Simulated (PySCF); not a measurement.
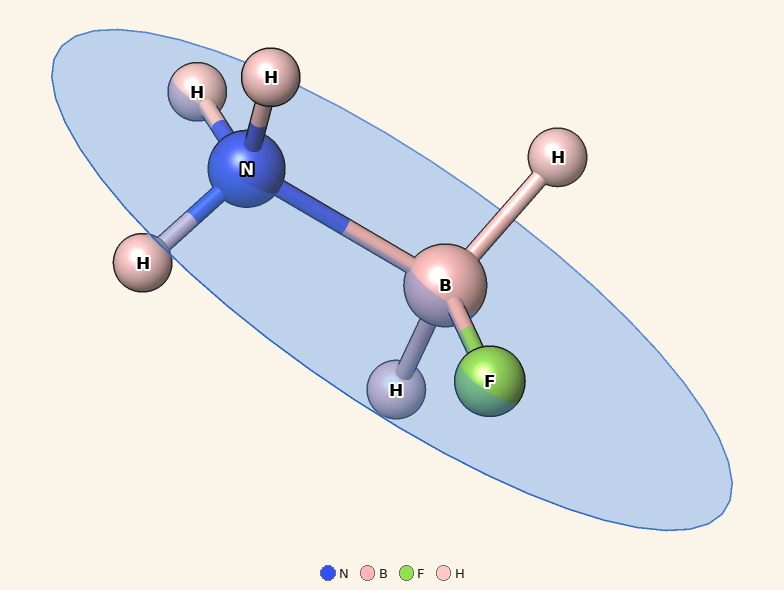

All proper rotation axes (lines) and mirror planes (discs) of the structure are drawn in. Depth is shown by fading: the farther an atom, the more it takes the colour of the background. The computed structure is the end point of a PBE0-D3(BJ)/def2-SVP optimisation. No frequency run is at hand to confirm it as a minimum.

**Name the symmetry elements and the point group.**

It has 1 mirror plane. Point group Cs. The group has 2 operations. The geometry is achiral, and symmetry allows a dipole moment.
